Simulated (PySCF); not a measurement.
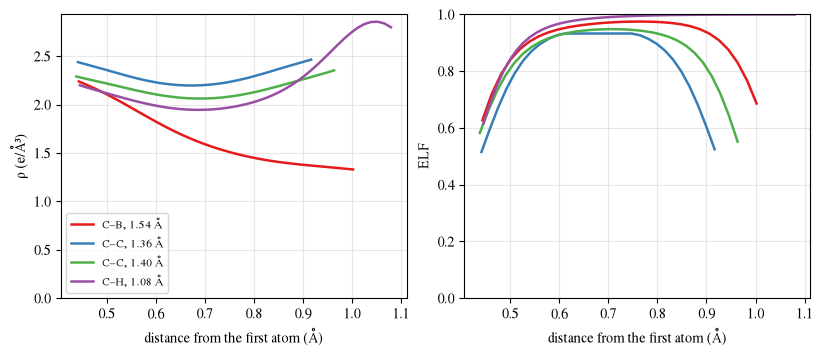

*C$_{6}$H$_{6}$B (SMILES Bc1c[c]ccc1) (doublet). Total electron density and ELF along straight lines between neighbouring atoms. The curves leave out the atomic cores.*

Geometry: GFN2-xTB.

The calculation used UKS B3LYP, pcH-1 on B C H, non-relativistic, mean-field spin-orbit, GIAO (PySCF 2.14.0, density-fitted response routines).

```yaml
atoms:
  - { symbol: B, position_ang: [2.2529, 0.4266, 0.0337] }
  - { symbol: C, position_ang: [0.7602, 0.0415, 0.0391] }
  - { symbol: C, position_ang: [0.3531, -1.2718, 0.3755] }
  - { symbol: C, position_ang: [-0.9724, -1.5664, 0.3661] }
  - { symbol: C, position_ang: [-1.9686, -0.6858, 0.0541] }
  - { symbol: C, position_ang: [-1.5899, 0.6149, -0.2802] }
  - { symbol: C, position_ang: [-0.2518, 0.9556, -0.2836] }
  - { symbol: H, position_ang: [2.5680, 1.5178, -0.2456] }
  - { symbol: H, position_ang: [3.0690, -0.3647, 0.3069] }
  - { symbol: H, position_ang: [1.1008, -2.0072, 0.6313] }
  - { symbol: H, position_ang: [-3.0103, -0.9709, 0.0619] }
  - { symbol: H, position_ang: [-2.3463, 1.3447, -0.5334] }
  - { symbol: H, position_ang: [0.0310, 1.9663, -0.5436] }
```

**What can be read from the curves?**

C–B (1.54 Å): the density is about 1.5 e/Å³ at the midpoint; the ELF peaks at about 1 between the atoms: localised, covalent bonding.
C–C (1.36 Å): ρ at the midpoint is about 2.2 e/Å³; the ELF peaks at about 0.95 between the atoms; a covalent bond.
C–C (1.40 Å): ρ at the midpoint is about 2.1 e/Å³; the ELF peaks at about 0.95 between the atoms: a covalent bond.
C–H (1.08 Å): the density is about 2.1 e/Å³ at the midpoint; the ELF climbs to about 1 towards the hydrogen, as it does in any bond to H: a covalent bond by its length.
